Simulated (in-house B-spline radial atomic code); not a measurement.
# Ar¹¹⁺: excited configurations in jj coupling

How much energy does it take to promote electrons of Ar¹¹⁺ to other shells? Each configuration is solved by itself and compared with the reference.

Method: Dirac-Hartree-Fock, average of configuration, Fermi nucleus, basis-set limit. Code: in-house B-spline radial atomic code version 1.

## 1. The atom as given

- element: argon (Z = 18)
- charge: +11
- electrons: 7
- configuration: 1s2 2s2 2p-2 2p+1
- Hamiltonian: Dirac-Coulomb
- nucleus: Fermi, rms radius 3.427 fm

In configurations, a minus sign after the shell means j = l − 1/2 and a plus sign j = l + 1/2; the count of electrons follows.

Settings, as recorded:

```ini
Z = 18
electrons = 7.0
configuration = 1s2 2s2 2p-2 2p+1
hamiltonian = dirac
method = hf
spin_polarised = False
nucleus = fermi
rms_radius = 3.4274
mass_number = 40
atomic_mass = 39.96238312204
speed_of_light = 137.035999084
```

This reference run was done before. Its total energy is -454.541598 hartree, and its levels are (the highest eight at most):

```csv
orbital,occupation,energy (eV),<r> (bohr)
1s1/2,2,-3659.65,0.08523
2s1/2,2,-665.53,0.3833
2p3/2,1,-614.56,0.3377
2p1/2,2,-613.87,0.3365
```

## 2. 1s2 2s2 2p-2 6g-1

The settings differ from step 1 so:

```diff
@@ -2,3 +2,3 @@
 electrons = 7.0
-configuration = 1s2 2s2 2p-2 2p+1
+configuration = 1s2 2s2 2p-2 6g-1
 hamiltonian = dirac
```

From the run's result record (rounded, not every field):

```text
{
  "status": "converged",
  "scf [iteration, energy, orbital gradient]": [
    [1, -430.410949132, 0.96],
    [2, -434.014047724, 0.0275],
    [3, -434.015487187, 0.0147],
    [4, -434.015880399, 0.00781],
    [5, -434.016028617, 0.000496],
    [6, -434.016029179, 2.28e-05],
    [7, -434.01602918, 7.49e-07],
    [8, -434.01602918, 6.44e-09]
  ],
  "energy [hartree]": {"total": -434.01602918, "kinetic": 437.813064976, "nuclear": -926.826431128, "coulomb": 73.2631821157, "exact_exchange": -18.2658451445},
  "breit [hartree]": {"gaunt": 0.1149203, "retardation": -0.005285442, "frequency_dependence": -1.136328e-06},
  "qed [hartree]": {"self_energy": 0.09414831, "uehling": -0.006595542, "wichmann_kroll": 1.976859e-05},
  "recoil [hartree]": 0.00545571,
  "total_with_corrections [hartree]": -433.813367199,
  "orbitals [hartree, bohr; first row names the columns]": [
    ["name", "occ", "eps", "<r>"],
    ["1s1/2", 2.0, -137.46798, 0.085088],
    ["2s1/2", 2.0, -26.307691, 0.37617],
    ["2p1/2", 2.0, -24.733422, 0.32726],
    ["6g7/2", 1.0, -2.0005146, 3.6651]
  ],
  "sum_r [bohr^k]": {"-1": 51.4904, "1": 5.242093, "2": 15.72416},
  "energy_minus_base [hartree]": 20.525569,
  "energy_minus_base_with_corrections [hartree]": 20.5217029
}
```

Run time: 0.46 s. Hardware: 1 thread, shared host.

energy_minus_base is the energy less that of the reference run.

## 3. Configuration 1s2 2s2 2p+2 6p-1

The settings differ from step 2 so:

```diff
@@ -2,3 +2,3 @@
 electrons = 7.0
-configuration = 1s2 2s2 2p-2 6g-1
+configuration = 1s2 2s2 2p+2 6p-1
 hamiltonian = dirac
```

Main fields:

```text
{
  "status": "converged",
  "scf [iteration, energy, orbital gradient]": [
    [1, -430.411558627, 0.785],
    [2, -433.997262547, 0.0288],
    [3, -434.001660338, 0.0136],
    [4, -434.002691013, 0.00657],
    [5, -434.003008555, 0.000387],
    [6, -434.003009084, 2.95e-05],
    [7, -434.003009085, 2.89e-07],
    [8, -434.003009085, 3.61e-09]
  ],
  "energy [hartree]": {"total": -434.003009085, "kinetic": 437.38677167, "nuclear": -926.174007796, "coulomb": 71.2884051932, "exact_exchange": -16.504178152},
  "breit [hartree]": {"gaunt": 0.1043195, "retardation": -0.005340256, "frequency_dependence": -8.129423e-05},
  "qed [hartree]": {"self_energy": 0.09466189, "uehling": -0.006594065, "wichmann_kroll": 1.976401e-05},
  "recoil [hartree]": 0.005455688,
  "total_with_corrections [hartree]": -433.810567892,
  "orbitals [hartree, bohr; first row names the columns]": [
    ["name", "occ", "eps", "<r>"],
    ["1s1/2", 2.0, -137.49794, 0.085085],
    ["2s1/2", 2.0, -26.327564, 0.37624],
    ["2p3/2", 2.0, -24.730023, 0.32868],
    ["6p1/2", 1.0, -2.1077222, 4.1899]
  ],
  "sum_r [bohr^k]": {"-1": 51.45415, "1": 5.769922, "2": 20.29518},
  "energy_minus_base [hartree]": 20.5385891,
  "energy_minus_base_with_corrections [hartree]": 20.5245022
}
```

It took 0.47 s on 1 thread, shared host.

## 4. Run with 1s2 2s1 2p+3 5s1

The settings differ from step 3 so:

```diff
@@ -2,3 +2,3 @@
 electrons = 7.0
-configuration = 1s2 2s2 2p+2 6p-1
+configuration = 1s2 2s1 2p+3 5s1
 hamiltonian = dirac
```

Main fields:

```text
{
  "status": "converged",
  "scf [iteration, energy, orbital gradient]": [
    [1, -429.094878339, 1.02],
    [2, -433.106317299, 0.193],
    [3, -433.112515813, 0.0838],
    [4, -433.113888584, 0.036],
    [5, -433.114297546, 0.00564],
    [6, -433.114300403, 0.000264],
    [7, -433.114300482, 0.000228],
    [8, -433.114300494, 3.87e-05],
    [9, -433.114300494, 7.61e-06],
    [10, -433.114300494, 1.79e-06],
    [11, -433.114300494, 2.74e-07],
    [12, -433.114300494, 1.95e-08]
  ],
  "energy [hartree]": {"total": -433.114300494, "kinetic": 436.248256131, "nuclear": -926.345764645, "coulomb": 72.7442696889, "exact_exchange": -15.7610616687},
  "breit [hartree]": {"gaunt": 0.105519, "retardation": -0.006516823, "frequency_dependence": -0.0001313658},
  "qed [hartree]": {"self_energy": 0.0905118, "uehling": -0.006308605, "wichmann_kroll": 1.891014e-05},
  "recoil [hartree]": 0.005212567,
  "total_with_corrections [hartree]": -432.925995031,
  "orbitals [hartree, bohr; first row names the columns]": [
    ["name", "occ", "eps", "<r>"],
    ["1s1/2", 2.0, -136.95856, 0.085233],
    ["2s1/2", 1.0, -26.245793, 0.38059],
    ["2p3/2", 3.0, -24.234277, 0.33065],
    ["5s1/2", 1.0, -3.2653414, 2.8208]
  ],
  "sum_r [bohr^k]": {"-1": 51.46369, "1": 4.363849, "2": 9.516441},
  "energy_minus_base [hartree]": 21.4272977,
  "energy_minus_base_with_corrections [hartree]": 21.409075
}
```

Run time: 0.5 s. Hardware: 1 thread, shared host.

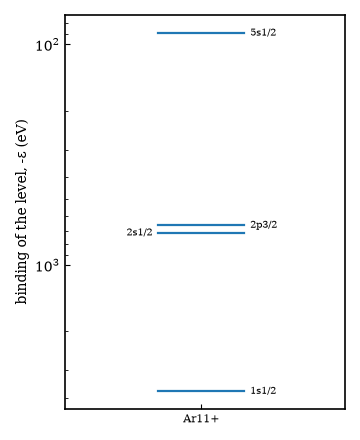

Orbital energies of this run on a logarithmic scale.

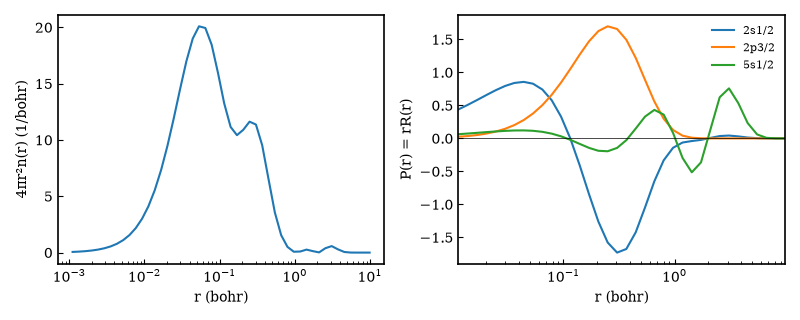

Radial density (left) and the radial functions of 2s1/2, 2p3/2, 5s1/2 (right).

Clear maxima of the radial density (full grid of the record): 0.053, 0.25, 1.4, 3.1 bohr.

X-ray form factor of the spherical density:

| sinθ/λ (1/Å) | f (electrons) |
| --- | --- |
| 0 | 7.000 |
| 0.1 | 6.448 |
| 0.2 | 5.826 |
| 0.3 | 5.672 |
| 0.4 | 5.426 |
| 0.6 | 4.723 |
| 0.8 | 4.036 |
| 1 | 3.352 |
| 1.4 | 2.362 |
| 1.8 | 1.790 |
| 2.5 | 1.323 |
| 4 | 0.826 |
| 6 | 0.408 |

## 5. Configuration 1s2 2s2 2p-1 2p+1 3d-1

The settings differ from step 4 so:

```diff
@@ -2,3 +2,3 @@
 electrons = 7.0
-configuration = 1s2 2s1 2p+3 5s1
+configuration = 1s2 2s2 2p-1 2p+1 3d-1
 hamiltonian = dirac
```

Main fields:

```text
{
  "status": "converged",
  "scf [iteration, energy, orbital gradient]": [
    [1, -436.815849073, 0.785],
    [2, -440.328392829, 0.043],
    [3, -440.344345521, 0.02],
    [4, -440.347798839, 0.00933],
    [5, -440.348757487, 0.00116],
    [6, -440.348763032, 8.15e-05],
    [7, -440.348763042, 2.31e-07]
  ],
  "energy [hartree]": {"total": -440.348763042, "kinetic": 443.942125475, "nuclear": -945.195935738, "coulomb": 76.6525651867, "exact_exchange": -15.7475179655},
  "breit [hartree]": {"gaunt": 0.1087275, "retardation": -0.005413989, "frequency_dependence": -4.063485e-05},
  "qed [hartree]": {"self_energy": 0.09434186, "uehling": -0.006591021, "wichmann_kroll": 1.975496e-05},
  "recoil [hartree]": 0.00550611,
  "total_with_corrections [hartree]": -440.152213454,
  "orbitals [hartree, bohr; first row names the columns]": [
    ["name", "occ", "eps", "<r>"],
    ["1s1/2", 2.0, -136.43126, 0.085084],
    ["2s1/2", 2.0, -25.320416, 0.37759],
    ["2p1/2", 1.0, -23.891446, 0.3286],
    ["2p3/2", 1.0, -23.741423, 0.32971],
    ["3d3/2", 1.0, -8.3075036, 0.82578]
  ],
  "sum_r [bohr^k]": {"-1": 52.51092, "1": 2.409441, "2": 1.402583},
  "energy_minus_base [hartree]": 14.1928351,
  "energy_minus_base_with_corrections [hartree]": 14.1828566
}
```

Wall time 0.4 s (1 thread, shared host).

## 6. Configuration 1s2 2s2 2p+2 5d-1

The settings differ from step 5 so:

```diff
@@ -2,3 +2,3 @@
 electrons = 7.0
-configuration = 1s2 2s2 2p-1 2p+1 3d-1
+configuration = 1s2 2s2 2p+2 5d-1
 hamiltonian = dirac
```

Main fields:

```text
{
  "status": "converged",
  "scf [iteration, energy, orbital gradient]": [
    [1, -431.245997235, 0.786],
    [2, -434.83058204, 0.0293],
    [3, -434.835288965, 0.0138],
    [4, -434.836388152, 0.0066],
    [5, -434.836724827, 0.000407],
    [6, -434.836725424, 3e-05],
    [7, -434.836725426, 2.8e-07],
    [8, -434.836725426, 3.68e-09]
  ],
  "energy [hartree]": {"total": -434.836725426, "kinetic": 438.216116476, "nuclear": -928.748305752, "coulomb": 72.2065950597, "exact_exchange": -16.5111312103},
  "breit [hartree]": {"gaunt": 0.1040699, "retardation": -0.005298057, "frequency_dependence": -8.110949e-05},
  "qed [hartree]": {"self_energy": 0.09466236, "uehling": -0.006594067, "wichmann_kroll": 1.976399e-05},
  "recoil [hartree]": 0.005473744,
  "total_with_corrections [hartree]": -434.644472896,
  "orbitals [hartree, bohr; first row names the columns]": [
    ["name", "occ", "eps", "<r>"],
    ["1s1/2", 2.0, -137.35015, 0.085082],
    ["2s1/2", 2.0, -26.174525, 0.37632],
    ["2p3/2", 2.0, -24.575226, 0.32876],
    ["5d3/2", 1.0, -2.941465, 2.8075]
  ],
  "sum_r [bohr^k]": {"-1": 51.59717, "1": 4.387878, "2": 9.564424},
  "energy_minus_base [hartree]": 19.7048728,
  "energy_minus_base_with_corrections [hartree]": 19.6905972
}
```

It took 0.46 s on 1 thread, shared host.

## 7. 1s2 2s2 2p-1 2p+2

The settings differ from step 6 so:

```diff
@@ -2,3 +2,3 @@
 electrons = 7.0
-configuration = 1s2 2s2 2p+2 5d-1
+configuration = 1s2 2s2 2p-1 2p+2
 hamiltonian = dirac
```

Main fields:

```text
{
  "status": "converged",
  "scf [iteration, energy, orbital gradient]": [
    [1, -450.840527808, 0.767],
    [2, -454.504064799, 0.0541],
    [3, -454.524073558, 0.025],
    [4, -454.528332547, 0.0116],
    [5, -454.529473697, 0.00109],
    [6, -454.529481291, 3.71e-05],
    [7, -454.529481294, 5.71e-07],
    [8, -454.529481294, 3.15e-08]
  ],
  "energy [hartree]": {"total": -454.529481294, "kinetic": 458.10638798, "nuclear": -981.450132283, "coulomb": 86.1066822756, "exact_exchange": -17.2924192661},
  "breit [hartree]": {"gaunt": 0.1151658, "retardation": -0.006850187, "frequency_dependence": -8.219904e-05},
  "qed [hartree]": {"self_energy": 0.09404775, "uehling": -0.006560768, "wichmann_kroll": 1.966488e-05},
  "recoil [hartree]": 0.005529242,
  "total_with_corrections [hartree]": -454.328211974,
  "orbitals [hartree, bohr; first row names the columns]": [
    ["name", "occ", "eps", "<r>"],
    ["1s1/2", 2.0, -134.50493, 0.085231],
    ["2s1/2", 2.0, -24.460768, 0.38329],
    ["2p1/2", 1.0, -22.69362, 0.33578],
    ["2p3/2", 2.0, -22.545101, 0.33785]
  ],
  "sum_r [bohr^k]": {"-1": 54.52505, "1": 1.948529, "2": 0.779431},
  "energy_minus_base [hartree]": 0.0121168939,
  "energy_minus_base_with_corrections [hartree]": 0.00685809673
}
```

Wall time 0.23 s (1 thread, shared host).

## 8. 1s2 2s2 2p+3

The settings differ from step 7 so:

```diff
@@ -2,3 +2,3 @@
 electrons = 7.0
-configuration = 1s2 2s2 2p-1 2p+2
+configuration = 1s2 2s2 2p+3
 hamiltonian = dirac
```

Main fields:

```text
{
  "status": "converged",
  "scf [iteration, energy, orbital gradient]": [
    [1, -450.677275278, 0.767],
    [2, -454.335784013, 0.0489],
    [3, -454.344222671, 0.0232],
    [4, -454.346113678, 0.0111],
    [5, -454.346660927, 0.000478],
    [6, -454.346662381, 9.56e-06],
    [7, -454.346662382, 2.42e-07]
  ],
  "energy [hartree]": {"total": -454.346662382, "kinetic": 457.726866073, "nuclear": -980.887630747, "coulomb": 87.817425476, "exact_exchange": -19.0033231833},
  "breit [hartree]": {"gaunt": 0.1121793, "retardation": -0.006843968, "frequency_dependence": -0.0001199151},
  "qed [hartree]": {"self_energy": 0.09429869, "uehling": -0.006560557, "wichmann_kroll": 1.966417e-05},
  "recoil [hartree]": 0.005531166,
  "total_with_corrections [hartree]": -454.148158013,
  "orbitals [hartree, bohr; first row names the columns]": [
    ["name", "occ", "eps", "<r>"],
    ["1s1/2", 2.0, -134.53139, 0.085227],
    ["2s1/2", 2.0, -24.468083, 0.38324],
    ["2p3/2", 3.0, -22.511204, 0.33797]
  ],
  "sum_r [bohr^k]": {"-1": 54.4938, "1": 1.950834, "2": 0.7812608},
  "energy_minus_base [hartree]": 0.194935806,
  "energy_minus_base_with_corrections [hartree]": 0.186912057
}
```

Wall time 0.14 s (1 thread, shared host).

## 9. All configurations in order

| net move | configuration | energy above the reference (eV) | with Breit, QED, recoil (eV) | largest <r> (bohr) |
| --- | --- | --- | --- | --- |
| 2p1/2 → 2p3/2 | 1s2 2s2 2p-1 2p+2 | 0.330 | 0.187 | 0.383 |
| 2×2p1/2 → 2×2p3/2 | 1s2 2s2 2p+3 | 5.304 | 5.086 | 0.383 |
| 2p1/2 → 3d3/2 | 1s2 2s2 2p-1 2p+1 3d-1 | 386.21 | 385.94 | 0.826 |
| 2×2p1/2 → 2p3/2, 5d3/2 | 1s2 2s2 2p+2 5d-1 | 536.20 | 535.81 | 2.81 |
| 2p3/2 → 6g7/2 | 1s2 2s2 2p-2 6g-1 | 558.53 | 558.42 | 3.67 |
| 2×2p1/2 → 2p3/2, 6p1/2 | 1s2 2s2 2p+2 6p-1 | 558.88 | 558.50 | 4.19 |
| 2×2p1/2, 2s → 2×2p3/2, 5s | 1s2 2s1 2p+3 5s1 | 583.07 | 582.57 | 2.82 |

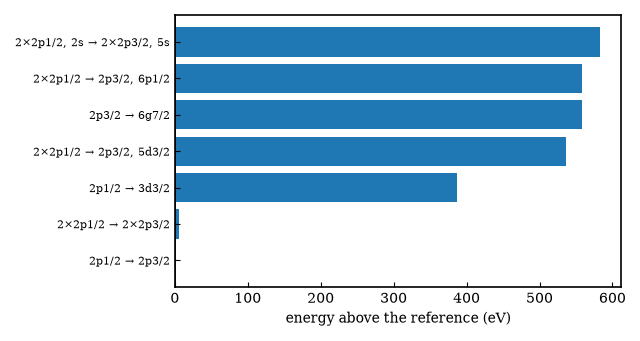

Energy of each configuration above the reference.

What this shows: The energies run from 0.330 eV (2p1/2 → 2p3/2) to 583.07 eV (2×2p1/2, 2s → 2×2p3/2, 5s). Two partly filled shells share a symmetry and can mix in the average, which may lower the energy, for: 2×2p1/2, 2s → 2×2p3/2, 5s. These are averages over configurations, without correlation, not spectroscopic levels.
